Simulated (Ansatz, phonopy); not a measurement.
# KTaO3 (Pm-3m): phonons against volume, part 3 of 4

Aim: how the vibrations of KTaO3 shift with volume, and the expansion that follows.

Ansatz 0.2.0; DFT LDA, scalar-relativistic, plane waves, PAW; PAW set soft_1.

So far, highest frequency (cm⁻¹): step 5 (lattice dynamics at this volume, V/V0 1) 948.

**8. A cell at another volume, V/V0 0.985**

Symmetry fixes every atom, so a single point at the scaled cell gives the energy and pressure of this member.

The cell differs from the one that the last finished run ended in (a 3.971 → 3.932 Å, b 3.971 → 3.932 Å, c 3.971 → 3.932 Å).

Input file input.yaml:

```yaml
crystal:
  lattice:
    - [3.931500136, 0.0, 0.0]
    - [0.0, 3.931500136, 0.0]
    - [0.0, 0.0, 3.931500136]
  atoms:
    - { symbol: K, position: [0.5, 0.5, 0.5] }
    - { symbol: Ta, position: [0.0, 0.0, 0.0] }
    - { symbol: O, position: [0.5, 0.0, 0.0] }
    - { symbol: O, position: [0.0, 0.5, 0.0] }
    - { symbol: O, position: [0.0, 0.0, 0.5] }
kpoints:
  mp_grid: { grid: [8, 8, 8] }
hamiltonian:
  xc: lda
  pseudopotentials: { kind: paw, azcp: { folder: soft_1 }, xc_functional: pbe }
scf:
  occupations: { method: fixed }
  lower_state_search: "off"
output:
  forces: true
  stress: true
  eigenvalues: true
```

Command:

```sh
$ ansatz run input.yaml --threads 18 --pin off --max-ram 92160MiB --backend cuda --events-out ev --progress --plain --runs-dir out --max-vram 78GiB
```

Numbers of over 12 decimals in the logs are rounded to 6 here.

The log of the run:

```text
[...]
GPU FFT provider: cuFFT
GPU libraries: cuBLAS 13.8.1, cuFFT 12.4.0, cuSOLVER 12.3.2
[...]
Crystal: 5 atoms, lattice volume = 60.768 Å³
Basis set: ecut = 420 eV, 1213 PW (Γ)
Bands: 25, of which v1, the nominal top of the filled ones, is band 20 counted from 1 (19 counted from 0)
Symmetry: 48 space group operations
[...]
k-points: 35 of 512
[...]
k-point 0: bands = [... 16 lower, 7.7954, 8.3366, 8.3366, 8.3366, 11.1085, 11.1085, 11.1085, 15.6641, ... 1 higher]
  k-point 1: bands = [... 16 lower, 7.7119, 7.8496, 8.2500, 8.2500, 11.1345, 11.6333, 11.6333, 15.9548, ... 1 higher]
  k-point 2: bands = [... 16 lower, 7.1848, 7.5195, 8.1644, 8.1644, 11.1988, 12.7243, 12.7243, 16.3102, ... 1 higher]
  k-point 34: bands = [... 16 lower, 4.8762, 8.9399, 8.9399, 8.9399, 15.7691, 15.7691, 15.7691, 17.7962, ... 1 higher]
[key lines of the parts left out:]
SCF converged after 8 iterations
Free energy (F): -12851.812929 eV
Fermi energy:    8.939928 eV
P = ⅓ Tr σ = 3.4205 GPa (34.205 kbar)
```

The job ended after 0.98 s (1 × NVIDIA GB200 with 18 threads of Arm Neoverse V2, shared host; peak memory 1 GiB; 1.9 s of CPU time).

The run ends at a pressure of 3.42 GPa.

**9. Lattice dynamics at this volume, V/V0 0.985**

Phonons at this volume give one point of F(V, T); meshes stay fixed along the series.

Changes to input.yaml since step 8:

```diff
@@ -20,4 +20,13 @@
 output:
-  forces: true
-  stress: true
   eigenvalues: true
+phonons:
+  method: dfpt
+  dielectric: true
+  rigid_motions: translations
+  qmesh: [2, 2, 2]
+  temperatures: { t_max: 1000, t_step: 50 }
+  qpath:
+    path:
+      - [[0.0, 0.0, 0.0], [0.0, 0.5, 0.0], [0.5, 0.5, 0.0], [0.0, 0.0, 0.0], [0.5, 0.5, 0.5], [0.0, 0.5, 0.0]]
+      - [[0.5, 0.5, 0.0], [0.5, 0.5, 0.5]]
+    npoints: 10
```

The log of the run:

```text
[...]
Crystal: 5 atoms, lattice volume = 60.768 Å³
Basis set: ecut = 420 eV, 1213 PW (Γ), exchange–correlation on 54×54×54 points (8 copies of the dense FFT grid, shifted against one another)
Bands: 25, of which v1, the nominal top of the filled ones, is band 20 counted from 1 (19 counted from 0)
Symmetry: 48 space group operations
k-points: 170 of 512 (irreducible under 2 space group operations, time reversal used)
[...]
optical modes at Γ + LO–TO along q̂ = [0.0000, 1.0000, 0.0000]:
      ω (cm⁻¹)  modes    IR ((D/Å)²/amu)
[...]
optical modes at Γ + LO–TO along q̂ = [0.0000, 0.0000, 1.0000]:
      ω (cm⁻¹)  modes    IR ((D/Å)²/amu)
[...]
241.98      3             0.0000
        395.07      1             6.8703
        578.35      2            64.9640
        842.11      1            72.1786
--- Phonons (arbitrary-q DFPT): 4 irreducible q on the 2×2×2 mesh ---
[...]
interpolated dispersion: 63 rows × 15 modes
[...]
[key lines of the parts left out:]
SCF converged after 9 iterations
```

Elapsed: 9.5 s, on 1 × NVIDIA GB200 with 18 threads; peak memory 1.9 GiB; 51 s of CPU time.

LO-TO term included. The phonon branches at the labelled points (cm⁻¹):

| point | branch 1 | branch 2 | branch 3 | branch 4 | branch 12 | branch 13 | branch 14 | branch 15 |
| --- | --- | --- | --- | --- | --- | --- | --- | --- |
| Γ | 0 | 0 | 0 | 118 | 395 | 578 | 578 | 842 |
| X | 70 | 70 | 168 | 168 | 415 | 558 | 558 | 891 |
| M | 70 | 132 | 158 | 158 | 443 | 532 | 643 | 939 |
| Γ | 0 | 0 | 0 | 118 | 395 | 578 | 578 | 842 |
| R | 121 | 121 | 121 | 183 | 425 | 610 | 610 | 972 |
| X | 70 | 70 | 168 | 168 | 415 | 558 | 558 | 891 |
| jump to M | 70 | 132 | 158 | 158 | 443 | 532 | 643 | 939 |
| R | 121 | 121 | 121 | 183 | 425 | 610 | 610 | 972 |

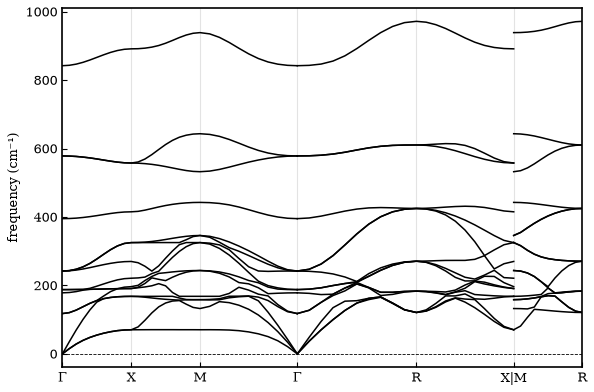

Phonon branches along the path.

No mode is imaginary beyond numerical noise at the solved wavevectors. The highest zone-centre mode (no LO–TO term) moved by +4.1 % for a volume change of -1.5 %.

**10. A cell at another volume, V/V0 1.03**

Symmetry fixes every atom, so a single point at the scaled cell gives the energy and pressure of this member.

input.yaml, the sections that differ from step 9:

```yaml
crystal:
  lattice:
    - [3.9904814205, 0.0, 0.0]
    - [0.0, 3.9904814205, 0.0]
    - [0.0, 0.0, 3.9904814205]
  atoms:
    - { symbol: K, position: [0.5, 0.5, 0.5] }
    - { symbol: Ta, position: [0.0, 0.0, 0.0] }
    - { symbol: O, position: [0.5, 0.0, 0.0] }
    - { symbol: O, position: [0.0, 0.5, 0.0] }
    - { symbol: O, position: [0.0, 0.0, 0.5] }
output:
  forces: true
  stress: true
  eigenvalues: true
# kpoints, hamiltonian, scf: as in step 9
# phonons: removed
```

The log of the run:

```text
[...]
GPU FFT provider: cuFFT
GPU libraries: cuBLAS 13.8.1, cuFFT 12.4.0, cuSOLVER 12.3.2
[...]
Crystal: 5 atoms, lattice volume = 63.544 Å³
Basis set: ecut = 420 eV, 1237 PW (Γ)
Bands: 25, of which v1, the nominal top of the filled ones, is band 20 counted from 1 (19 counted from 0)
Symmetry: 48 space group operations
[...]
k-points: 35 of 512
[...]
k-point 0: bands = [... 16 lower, 7.2409, 7.6833, 7.6833, 7.6833, 10.3906, 10.3906, 10.3906, 14.6778, ... 1 higher]
  k-point 1: bands = [... 16 lower, 7.1643, 7.2356, 7.6002, 7.6002, 10.4136, 10.8847, 10.8847, 14.9520, ... 1 higher]
  k-point 2: bands = [... 16 lower, 6.6196, 6.9891, 7.5214, 7.5214, 10.4704, 11.9077, 11.9077, 15.1444, ... 1 higher]
  k-point 34: bands = [... 16 lower, 4.3858, 8.3144, 8.3144, 8.3144, 14.7329, 14.7329, 14.7329, 17.0411, ... 1 higher]
[key lines of the parts left out:]
SCF converged after 9 iterations
Free energy (F): -12851.786611 eV
Fermi energy:    8.314367 eV
P = ⅓ Tr σ = -6.0620 GPa (-60.620 kbar)
```

Run time: 0.93 s. Hardware: 1 × NVIDIA GB200 with 18 threads; peak memory 1.1 GiB.

The run ends at a pressure of -6.06 GPa.

**11. Lattice dynamics at this volume, V/V0 1.03**

Phonons at this volume give one point of F(V, T); meshes stay fixed along the series.

Changes to input.yaml since step 10:

```diff
@@ -20,4 +20,13 @@
 output:
-  forces: true
-  stress: true
   eigenvalues: true
+phonons:
+  method: dfpt
+  dielectric: true
+  rigid_motions: translations
+  qmesh: [2, 2, 2]
+  temperatures: { t_max: 1000, t_step: 50 }
+  qpath:
+    path:
+      - [[0.0, 0.0, 0.0], [0.0, 0.5, 0.0], [0.5, 0.5, 0.0], [0.0, 0.0, 0.0], [0.5, 0.5, 0.5], [0.0, 0.5, 0.0]]
+      - [[0.5, 0.5, 0.0], [0.5, 0.5, 0.5]]
+    npoints: 10
```

The log of the run:

```text
[...]
Crystal: 5 atoms, lattice volume = 63.544 Å³
Basis set: ecut = 420 eV, 1237 PW (Γ), exchange–correlation on 54×54×54 points (8 copies of the dense FFT grid, shifted against one another)
Bands: 25, of which v1, the nominal top of the filled ones, is band 20 counted from 1 (19 counted from 0)
Symmetry: 48 space group operations
k-points: 170 of 512 (irreducible under 2 space group operations, time reversal used)
[...]
773.97      1            74.1008
--- Phonons (arbitrary-q DFPT): 4 irreducible q on the 2×2×2 mesh ---
[...]
interpolated dispersion: 63 rows × 15 modes
[...]
zero-point energy: 0.281855 eV/cell   skipped modes (ω ≤ 0): 6, of them read as no rigid motion or as one in doubt: 3 (7.324e-4 modes/cell left out, lowest -16.36 cm⁻¹)   left out of the sums: 9.77e-5 of the cell's modes: C_V's classical limit lies that fraction below 3 k_B per atom; for a crystal, a wire or a layer, F and S can be off by more, and a phonons.interpolated_qmesh denser along its periods is the remedy for the sampling
[key lines of the parts left out:]
SCF converged after 10 iterations
```

The job ended after 9.7 s (1 × NVIDIA GB200 with 18 threads; peak memory 2.1 GiB; 50 s of CPU time).

The lowest solved frequency is -16.4 cm⁻¹, so the cell is unstable here and gives no valid free energy. The highest zone-centre mode (no LO–TO term) moved by -7.3 % for a volume change of +3.0 %.

**12. A cell at another volume, V/V0 0.97**

Symmetry fixes every atom, so a single point at the scaled cell gives the energy and pressure of this member.

The cell differs from the one that the last finished run ended in (a 3.990 → 3.911 Å, b 3.990 → 3.911 Å, c 3.990 → 3.911 Å).

input.yaml, the sections that differ from step 11:

```yaml
crystal:
  lattice:
    - [3.9114411128, 0.0, 0.0]
    - [0.0, 3.9114411128, 0.0]
    - [0.0, 0.0, 3.9114411128]
  atoms:
    - { symbol: K, position: [0.5, 0.5, 0.5] }
    - { symbol: Ta, position: [0.0, 0.0, 0.0] }
    - { symbol: O, position: [0.5, 0.0, 0.0] }
    - { symbol: O, position: [0.0, 0.5, 0.0] }
    - { symbol: O, position: [0.0, 0.0, 0.5] }
output:
  forces: true
  stress: true
  eigenvalues: true
# kpoints, hamiltonian, scf: as in step 11
# phonons: removed
```

The log of the run:

```text
[...]
GPU FFT provider: cuFFT
GPU libraries: cuBLAS 13.8.1, cuFFT 12.4.0, cuSOLVER 12.3.2
[...]
Crystal: 5 atoms, lattice volume = 59.843 Å³
Basis set: ecut = 420 eV, 1189 PW (Γ)
Bands: 25, of which v1, the nominal top of the filled ones, is band 20 counted from 1 (19 counted from 0)
Symmetry: 48 space group operations
[...]
k-points: 35 of 512
[...]
k-point 0: bands = [... 16 lower, 7.9912, 8.5706, 8.5706, 8.5706, 11.3601, 11.3601, 11.3601, 16.0121, ... 1 higher]
  k-point 1: bands = [... 16 lower, 7.9049, 8.0682, 8.4826, 8.4826, 11.3872, 11.8959, 11.8959, 16.3076, ... 1 higher]
  k-point 2: bands = [... 16 lower, 7.3858, 7.7066, 8.3956, 8.3956, 11.4543, 13.0113, 13.0113, 16.7230, ... 1 higher]
  k-point 34: bands = [... 16 lower, 5.0529, 9.1623, 9.1623, 9.1623, 16.1357, 16.1357, 16.1357, 18.0615, ... 1 higher]
[key lines of the parts left out:]
SCF converged after 8 iterations
Free energy (F): -12851.782650 eV
Fermi energy:    9.162319 eV
P = ⅓ Tr σ = 7.1348 GPa (71.348 kbar)
```

It took 1 s on 1 × NVIDIA GB200 with 18 threads; peak memory 1.1 GiB.

The run ends at a pressure of 7.13 GPa.

**13. Phonons, V/V0 0.97**

Phonons at this volume give one point of F(V, T); meshes stay fixed along the series.

Changes to input.yaml since step 12:

```diff
@@ -20,4 +20,13 @@
 output:
-  forces: true
-  stress: true
   eigenvalues: true
+phonons:
+  method: dfpt
+  dielectric: true
+  rigid_motions: translations
+  qmesh: [2, 2, 2]
+  temperatures: { t_max: 1000, t_step: 50 }
+  qpath:
+    path:
+      - [[0.0, 0.0, 0.0], [0.0, 0.5, 0.0], [0.5, 0.5, 0.0], [0.0, 0.0, 0.0], [0.5, 0.5, 0.5], [0.0, 0.5, 0.0]]
+      - [[0.5, 0.5, 0.0], [0.5, 0.5, 0.5]]
+    npoints: 10
```

The log of the run:

```text
[...]
Crystal: 5 atoms, lattice volume = 59.843 Å³
Basis set: ecut = 420 eV, 1189 PW (Γ), exchange–correlation on 54×54×54 points (8 copies of the dense FFT grid, shifted against one another)
Bands: 25, of which v1, the nominal top of the filled ones, is band 20 counted from 1 (19 counted from 0)
Symmetry: 48 space group operations
k-points: 170 of 512 (irreducible under 2 space group operations, time reversal used)
[...]
optical modes at Γ + LO–TO along q̂ = [0.0000, 1.0000, 0.0000]:
      ω (cm⁻¹)  modes    IR ((D/Å)²/amu)
[...]
optical modes at Γ + LO–TO along q̂ = [0.0000, 0.0000, 1.0000]:
      ω (cm⁻¹)  modes    IR ((D/Å)²/amu)
[...]
235.41      3             0.0000
        393.50      1             7.0786
        602.50      2            70.9619
        865.93      1            71.5964
--- Phonons (arbitrary-q DFPT): 4 irreducible q on the 2×2×2 mesh ---
[...]
interpolated dispersion: 63 rows × 15 modes
[...]
[key lines of the parts left out:]
SCF converged after 9 iterations
```

It took 8.9 s on 1 × NVIDIA GB200 with 18 threads; peak memory 2 GiB; 47 s of CPU time.

No mode is imaginary beyond numerical noise at the solved wavevectors. The highest zone-centre mode (no LO–TO term) moved by +8.4 % for a volume change of -3.0 %.

**14. Single point at a scaled cell, V/V0 1.05**

Symmetry fixes every atom, so a single point at the scaled cell gives the energy and pressure of this member.

The cell differs from the one that the last finished run ended in (a 3.911 → 4.016 Å, b 3.911 → 4.016 Å, c 3.911 → 4.016 Å).

input.yaml, the sections that differ from step 13:

```yaml
crystal:
  lattice:
    - [4.0161443857, 0.0, 0.0]
    - [0.0, 4.0161443857, 0.0]
    - [0.0, 0.0, 4.0161443857]
  atoms:
    - { symbol: K, position: [0.5, 0.5, 0.5] }
    - { symbol: Ta, position: [0.0, 0.0, 0.0] }
    - { symbol: O, position: [0.5, 0.0, 0.0] }
    - { symbol: O, position: [0.0, 0.5, 0.0] }
    - { symbol: O, position: [0.0, 0.0, 0.5] }
output:
  forces: true
  stress: true
  eigenvalues: true
# kpoints, hamiltonian, scf: as in step 13
# phonons: removed
```

The log of the run:

```text
[...]
GPU FFT provider: cuFFT
GPU libraries: cuBLAS 13.8.1, cuFFT 12.4.0, cuSOLVER 12.3.2
[...]
Crystal: 5 atoms, lattice volume = 64.778 Å³
Basis set: ecut = 420 eV, 1309 PW (Γ)
Bands: 25, of which v1, the nominal top of the filled ones, is band 20 counted from 1 (19 counted from 0)
Symmetry: 48 space group operations
[...]
k-points: 35 of 512
[...]
k-point 0: bands = [... 16 lower, 7.0084, 7.4137, 7.4137, 7.4137, 10.0883, 10.0883, 10.0883, 14.2650, ... 1 higher]
  k-point 1: bands = [... 16 lower, 6.9355, 6.9813, 7.3325, 7.3325, 10.1101, 10.5697, 10.5697, 14.5307, ... 1 higher]
  k-point 2: bands = [... 16 lower, 6.3847, 6.7668, 7.2573, 7.2573, 10.1639, 11.5647, 11.5647, 14.6588, ... 1 higher]
  k-point 34: bands = [... 16 lower, 4.1832, 8.0520, 8.0520, 8.0520, 14.2994, 14.2994, 14.2994, 16.7235, ... 1 higher]
[key lines of the parts left out:]
SCF converged after 8 iterations
Free energy (F): -12851.726143 eV
Fermi energy:    8.051971 eV
P = ⅓ Tr σ = -9.5823 GPa (-95.823 kbar)
```

Wall time 0.94 s (1 × NVIDIA GB200 with 18 threads); peak memory 1 GiB; 1.9 s of CPU time.

The run ends at a pressure of -9.58 GPa.

**15. Lattice dynamics at this volume, V/V0 1.05**

The same q-mesh and k-mesh are kept at every volume, so that much of their error can cancel in the differences.

Changes to input.yaml since step 14:

```diff
@@ -20,4 +20,13 @@
 output:
-  forces: true
-  stress: true
   eigenvalues: true
+phonons:
+  method: dfpt
+  dielectric: true
+  rigid_motions: translations
+  qmesh: [2, 2, 2]
+  temperatures: { t_max: 1000, t_step: 50 }
+  qpath:
+    path:
+      - [[0.0, 0.0, 0.0], [0.0, 0.5, 0.0], [0.5, 0.5, 0.0], [0.0, 0.0, 0.0], [0.5, 0.5, 0.5], [0.0, 0.5, 0.0]]
+      - [[0.5, 0.5, 0.0], [0.5, 0.5, 0.5]]
+    npoints: 10
```

The log of the run:

```text
[...]
Crystal: 5 atoms, lattice volume = 64.778 Å³
Basis set: ecut = 420 eV, 1309 PW (Γ), exchange–correlation on 54×54×54 points (8 copies of the dense FFT grid, shifted against one another)
Bands: 25, of which v1, the nominal top of the filled ones, is band 20 counted from 1 (19 counted from 0)
Symmetry: 48 space group operations
k-points: 170 of 512 (irreducible under 2 space group operations, time reversal used)
[...]
optical modes at Γ + LO–TO along q̂ = [0.0000, 1.0000, 0.0000]:
      ω (cm⁻¹)  modes    IR ((D/Å)²/amu)
[...]
optical modes at Γ + LO–TO along q̂ = [0.0000, 0.0000, 1.0000]:
      ω (cm⁻¹)  modes    IR ((D/Å)²/amu)
[...]
262.03      3             0.0000
        398.49      1             5.8609
        491.46      2            34.9448
        745.20      1            75.0511
--- Phonons (arbitrary-q DFPT): 4 irreducible q on the 2×2×2 mesh ---
[...]
interpolated dispersion: 63 rows × 15 modes
[...]
[key lines of the parts left out:]
SCF converged after 9 iterations
```

The job ended after 12 s (1 × NVIDIA GB200 with 18 threads; peak memory 2 GiB; 62 s of CPU time).

LO-TO term included. The phonon branches at the labelled points (cm⁻¹):

| point | branch 1 | branch 2 | branch 3 | branch 4 | branch 12 | branch 13 | branch 14 | branch 15 |
| --- | --- | --- | --- | --- | --- | --- | --- | --- |
| Γ | -102 | -102 | 0 | 0 | 398 | 492 | 492 | 745 |
| X | -34 | -34 | 148 | 148 | 417 | 458 | 458 | 792 |
| M | -13 | 139 | 139 | 147 | 400 | 433 | 517 | 840 |
| Γ | -102 | -102 | 0 | 0 | 398 | 492 | 492 | 745 |
| R | 162 | 162 | 162 | 162 | 417 | 479 | 479 | 872 |
| X | -34 | -34 | 148 | 148 | 417 | 458 | 458 | 792 |
| jump to M | -13 | 139 | 139 | 147 | 400 | 433 | 517 | 840 |
| R | 162 | 162 | 162 | 162 | 417 | 479 | 479 | 872 |

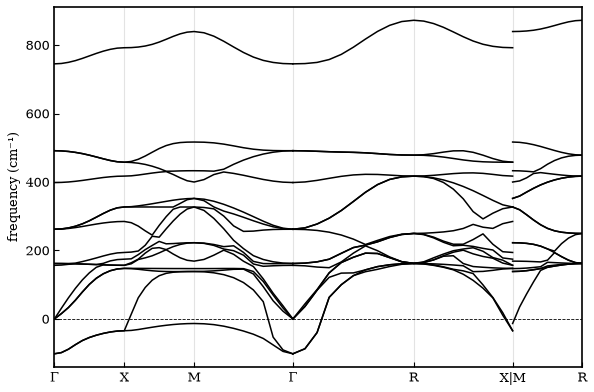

Phonon branches along the path.

The lowest solved frequency is -102 cm⁻¹, so the cell is unstable here and gives no valid free energy. The highest zone-centre mode (no LO–TO term) moved by -11.5 % for a volume change of +5.0 %.

**16. How the modes move with volume**

This step: DFT LDA, scalar-relativistic, plane waves, PAW; PAW set soft_1 (phonopy 4.10.0).

This step gave:

```
share of modes with a negative Grüneisen parameter : 0.22
```

Mean Grüneisen, by row:

| T (K) | heat-capacity-weighted mean | root mean square |
| --- | --- | --- |
| 50 | 2.271 | 3.076 |
| 100 | 1.436 | 2.359 |
| 200 | 1.22 | 2.122 |
| 300 | 1.234 | 2.102 |
| 500 | 1.267 | 2.102 |
| 800 | 1.286 | 2.103 |

Table of mean mode Grueneisen parameter by wavenumber:

| wavenumber (cm⁻¹) | mean mode Grueneisen parameter |
| --- | --- |
| 16 | 2.01 |
| 110 | 3.1 |
| 205 | 0.612 |
| 331 | -0.0911 |
| 426 | 0.115 |
| 520 | 3.42 |
| 615 | 3.17 |
| 741 | - |
| 835 | 1.85 |
| 930 | 1.69 |

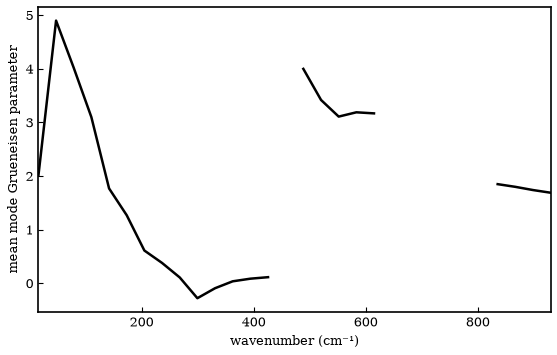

Mean mode Grueneisen parameter against wavenumber.

[end of part 3 of 4]

[Logs are printed without paths, hosts, clocks, repeated set-up lines and the standing remarks that a program may print on its own settings, such as how far it seeks lower states.]

[Hosts, paths, dates, database ids (printed as entryN), source tags and the programs' standing remarks are cut or masked in the printed files.]

[A step with changed settings may run another functional than the one named; its input shows which.]

[Of the runs on displaced cells, only some may be shown.]
